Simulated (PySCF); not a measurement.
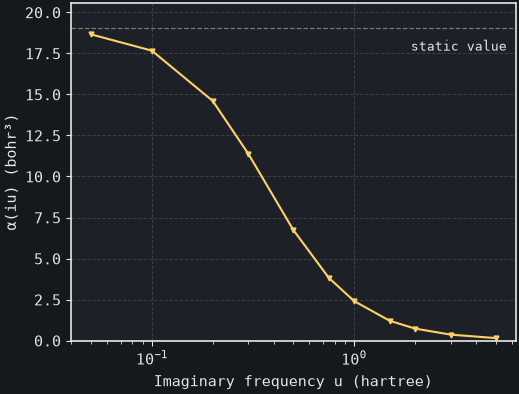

Dipole polarisability at imaginary frequency of an atom or ion with 13 electrons in the configuration [Ne] 3s² 3p. Coupled response at the PBE0 level; PySCF, dyall-av3z, non-relativistic, unrestricted single determinants, no spin-orbit coupling.

> Which species is it, and what does the curve give?

Si⁺. The static dipole polarisability is 19.0 bohr³; α(iu) falls to half of it near u = 0.37 hartree. The Casimir–Polder integral gives C₆ = 100 hartree bohr⁶ for two such species.
